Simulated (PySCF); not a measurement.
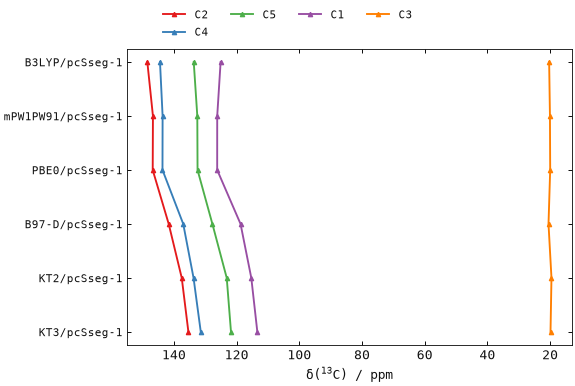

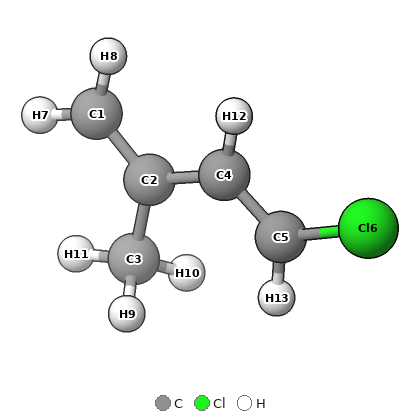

GIAO ¹³C shifts of C₅H₇Cl, SMILES C=C(C)/C=C/Cl at several levels, one geometry, PySCF 2.14.0, at a PBE0-D3(BJ)/def2-SVP geometry (no frequency check); values of one conformer, averaged over methyl-type rotors and exact or near symmetry; other conformers aren't averaged in; each against TMS at the same level.

### How much does each signal move over these levels?

| atoms | lowest | highest | spread (ppm) |
| --- | --- | --- | --- |
| C2 | 135.4 | 148.5 | 13.1 |
| C4 | 131.5 | 144.5 | 13.0 |
| C5 | 121.8 | 133.7 | 11.9 |
| C1 | 113.4 | 126.2 | 12.8 |
| C3 | 19.6 | 20.5 | 0.9 |

### Do all levels give the signals in the same order?

Yes, the order of the signals is the same at every level.
